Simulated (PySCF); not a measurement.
```xyz
10

Si   -1.6503   -0.1461    0.0321
C     0.2312   -0.1350    0.0490
C     1.0931    0.8762   -0.3011
S     2.6985    0.3369   -0.0935
N     2.1531   -1.1469    0.4279
N     0.9057   -1.2347    0.4464
H    -2.0722    1.1749   -0.4417
H    -2.0965   -1.1958   -0.8809
H    -2.1200   -0.3848    1.3947
H     0.8663    1.8599   -0.6554
```

Geometry: GFN2-xTB.

All numbers below come from PBE0/pcSseg-1, SCF density, gas phase, non-relativistic in PySCF.

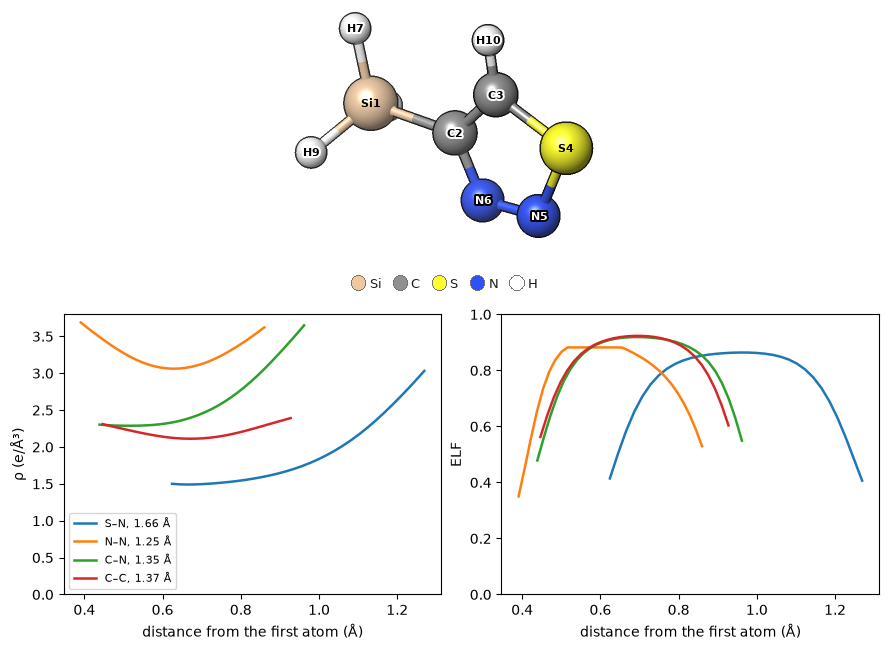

C$_{2}$H$_{4}$N$_{2}$SSi (SMILES [SiH3]c1csnn1). Total electron density and electron localisation function along straight lines between neighbouring atoms. The curves leave out the atomic cores. The structure is drawn too.

> Compare the contacts.

S–N (1.66 Å): ρ at the midpoint is about 1.6 e/Å³; the ELF peaks at about 0.85 between the atoms: localised, covalent bonding.
N–N (1.25 Å): ρ is about 3.1 e/Å³ halfway; the ELF peaks at about 0.90 between the atoms; localised, covalent bonding.
C–N (1.35 Å): ρ at the midpoint is about 2.4 e/Å³; the ELF peaks at about 0.90 between the atoms (a covalent bond).
C–C (1.37 Å): ρ is about 2.1 e/Å³ halfway; the ELF peaks at about 0.90 between the atoms, as expected for a covalent bond.
